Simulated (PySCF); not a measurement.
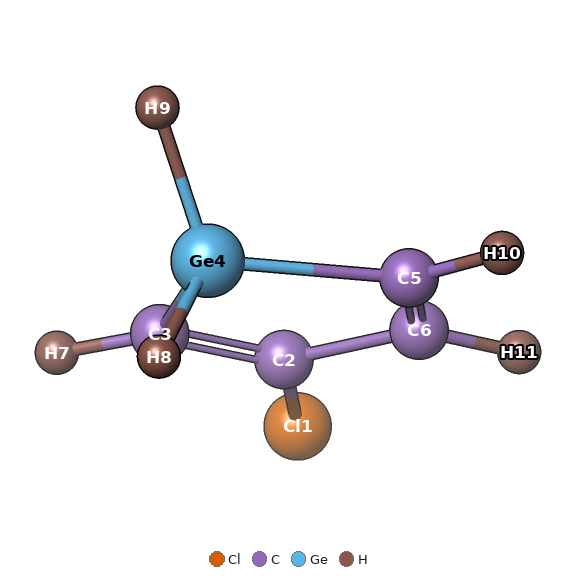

Depth is shown by fading: the farther an atom, the more it takes the colour of the background. The geometry was computed by an optimisation with PBE0-D3(BJ)/def2-SVP. No frequency run is at hand to confirm it as a minimum.

Question: How is the 5-membered ring C2–C3–Ge4–C5–C6 puckered?

Answer: It is planar. The Cremer–Pople amplitude Q is 0.00 Å.

Question: Give the torsion angles round the ring, beginning with the bond from its second to its third atom.

Answer: 0°, 0°, 0°, 0°, 0°.
